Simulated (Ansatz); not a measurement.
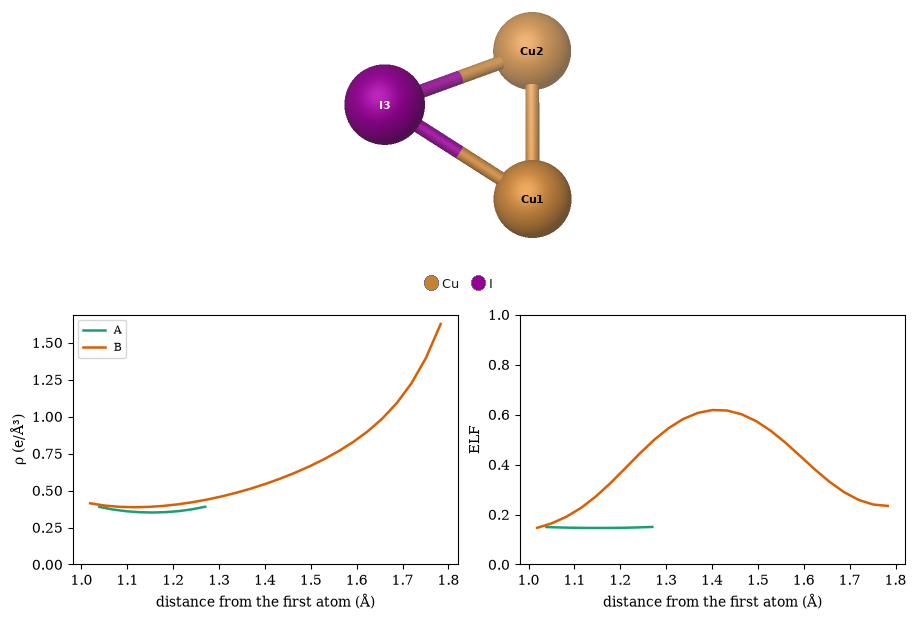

Figure. Cu2I (doublet). Electron density and electron localisation function along straight lines between neighbouring atoms. The curves leave out the atomic cores. The structure is drawn too.

Geometry: r2SCAN-D4/def2-TZVP; core potentials replace the inner electrons of I.

Theory: UKS PBE0-D4/def2-TZVP (Ansatz 0.2.0).

Input file:

```
crystal:
  periodic: [false, false, false]
  atoms:
    - {symbol: Cu, position_ang: [-0.364084, 0.239648, -1.310235]}
    - {symbol: Cu, position_ang: [0.912351, 0.910845, 0.492643]}
    - {symbol: I, position_ang: [-0.548267, -1.150493, 0.817592]}
basis:
  gaussian: {orbitals: def2-TZVP, initial_orbitals: start.molden}
magnetization: {spin_polarized: true, initial_magnetization: 1}
hamiltonian: {xc: pbe0, dispersion: d4}
scf: {omitted_lower_state_checks: [starts]}
output: {forces: true, orbitals: {seedname: orbitals}}
```

Launched as:

```sh
ansatz run in.yaml --threads 4 --pin off --events-out ev --progress --plain --max-ram 3916MiB
```

Q: Which curve belongs to which contact (Cu–Cu and Cu–I)? The first atom named is at distance zero.

A: Curve A: Cu–Cu (2.31 Å): ρ is about 0.35 e/Å³ halfway; the ELF is about 0.15 at the midpoint. Curve B: Cu–I (2.55 Å): ρ at the midpoint is about 0.44 e/Å³, with its minimum of 0.39 e/Å³ about 1.1 Å from Cu; the ELF peaks at about 0.60 in the valence shell of I, 1.1 Å from its nucleus, and is about 0.50 at the midpoint.
